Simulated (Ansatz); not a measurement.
# Run report: SiH4ClF, phonon calculation

- system: SiH4ClF
- method: UKS B3LYP/STO-3G (Ansatz 0.2.0)

It belongs to a series of runs on one base structure; here: vibrations at the highest image of the band. Figures and captions count atoms from 1; the log counts them from 0 in places.

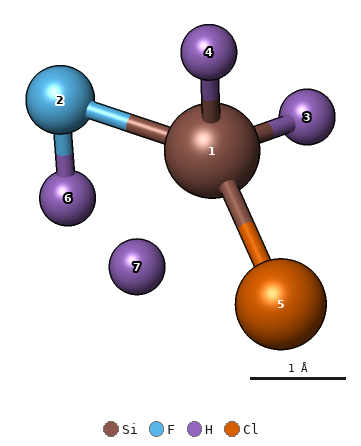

Figure 1. The structure (ball-and-stick view, seen at a tilt; atoms are numbered from 1 in the order of the input). Bond lengths as drawn: Cl–Si 2.14 Å, F–H 1.14 Å, F–Si 1.81 Å and H–Si 1.45 Å.

### Input
```yaml
crystal:
  periodic: [false, false, false]
  atoms:
    - { symbol: Si, position_ang: [-0.249955, -0.335221, -0.123369] }
    - { symbol: F, position_ang: [1.168826, -0.18459, 0.983645] }
    - { symbol: H, position_ang: [0.255844, -0.754759, -1.412902] }
    - { symbol: H, position_ang: [-0.720959, -1.505783, 0.593409] }
    - { symbol: Cl, position_ang: [-2.122445, 0.666048, -0.384825] }
    - { symbol: H, position_ang: [1.164741, 0.849278, 0.511928] }
    - { symbol: H, position_ang: [0.504049, 1.265227, -0.167888] }
magnetization:
  spin_polarized: true
basis:
  gaussian: { orbitals: STO-3G }
hamiltonian:
  xc: b3lyp
phonons: {}
```

Machine: 1 thread of Intel Xeon (Sapphire Rapids), 64 GiB of memory available, shared host.

Command:
```bash
ansatz run input.yaml --threads 1 --pin off --max-ram 2048MiB --backend cpu --events-out ev --progress --plain --runs-dir out
```

### Log
```
Engine: ansatz 0.2.0, x86_64-unknown-linux-gnu
Functional definition: B3LYP
  parameter a0 = 0.2
  parameter ax = 0.72
  parameter ac = 0.81
  exchange = (1 - a0 - ax)*slater_x + ax*b88_x + a0*exact_x
  correlation = (1 - ac)*vwn_rpa_c + ac*lyp_c
355 factors; integrals over basis functions are off by at most 8.8e-6 eV
mean field evaluation 1: about -22910.9142 eV, gradient 1.7e1 eV
mean field evaluation 2: about -22911.7441 eV, gradient 1.4e1 eV
mean field evaluation 4: about -22913.2670 eV, gradient 5.7e-1 eV
mean field evaluation 8: about -22913.2666 eV, gradient 1.3e-3 eV
mean field -22913.26658130 eV, -842.0470156928 hartree, gradient 1.8e-5 eV, S^2 0.000000; 0 other end points of the search recorded, 0 dependent functions left out
the calculation of the forces begins
reference -22913.26673450 eV, -842.0470213229 hartree; 22, 22 occupied and 5, 5 virtual orbitals, 355 factors
these checks for a lower state are left out or cut short: stability, starts, cluster_reference, orbital_swaps, neighbouring_geometries, increment
355 factors; integrals over basis functions are off by at most 8.9e-6 eV
mean field evaluation 16: about -22913.2665 eV, gradient 7.6e-5 eV
mean field -22913.26646051 eV, -842.0470112541 hartree, gradient 1.2e-6 eV, S^2 0.000000; 0 other end points of the search recorded, 0 dependent functions left out
[... from here on the field's lines of each further geometry are left out, up to the last ...]
the calculation of the forces begins
reference -22913.26671157 eV, -842.0470204803 hartree; 22, 22 occupied and 5, 5 virtual orbitals, 355 factors
these checks for a lower state are left out or cut short: stability, starts, cluster_reference, orbital_swaps, neighbouring_geometries, increment
355 factors; integrals over basis functions are off by at most 8.8e-6 eV
mean field evaluation 256: about -22913.2666 eV, gradient 1.1e-6 eV
mean field -22913.26655708 eV, -842.0470148029 hartree, gradient 1.1e-6 eV, S^2 0.000000; 0 other end points of the search recorded, 0 dependent functions left out
the calculation of the forces begins
reference -22913.26671030 eV, -842.0470204335 hartree; 22, 22 occupied and 5, 5 virtual orbitals, 355 factors
WARN: phonons: modes at or below zero, which the zero-point energy, F, S and C_V leave out: 1, the lowest at -1262.69 cm⁻¹. A minimum has none, and a first-order saddle one
Total energy: -22913.26673450 eV, -842.0470213229 hartree
Atom 0 at    -0.249955    -0.335221    -0.123369 Å, force     0.000001     0.000005     0.000282 eV/Å
Atom 1 at     1.168826    -0.184590     0.983645 Å, force     0.000276    -0.000827     0.000725 eV/Å
Atom 2 at     0.255844    -0.754759    -1.412902 Å, force    -0.000020     0.000078    -0.000082 eV/Å
Atom 3 at    -0.720959    -1.505783     0.593409 Å, force     0.000157    -0.000016    -0.000021 eV/Å
Atom 4 at    -2.122445     0.666048    -0.384825 Å, force    -0.000025     0.000131    -0.000179 eV/Å
Atom 5 at     1.164741     0.849278     0.511928 Å, force    -0.000492     0.000483    -0.000988 eV/Å
Atom 6 at     0.504049     1.265227    -0.167888 Å, force     0.000103     0.000146     0.000264 eV/Å
Dipole moment:     0.646855    -0.220868     0.158908 e Å
Vibrations: -1262.69 143.63 470.03 515.78 716.61 835.97 863.16 1109.34 1113.37 1341.24 1399.47 2246.25 2332.35 2622.62 2668.98 cm⁻¹, zero-point energy 1.139341 eV
```

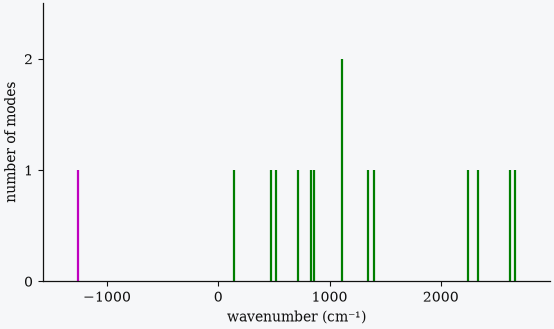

Figure 2. Harmonic vibrational wavenumbers from the force constants; neighbouring modes closer than 18 cm⁻¹ are counted in one stick, and imaginary ones are drawn at negative wavenumbers. 15 modes from 1263i to 2669 cm⁻¹, 1 imaginary beyond 8i (1263i cm⁻¹): a first-order saddle point, if the geometry is stationary.

### Results in brief

- outcome: converged
- total energy: −22913.2667 eV
- mean-field energy: −22913.2667 eV
- largest force (length of the vector): 0.001 eV/Å
- wall time: 32 s
- peak memory: 0.13 GiB
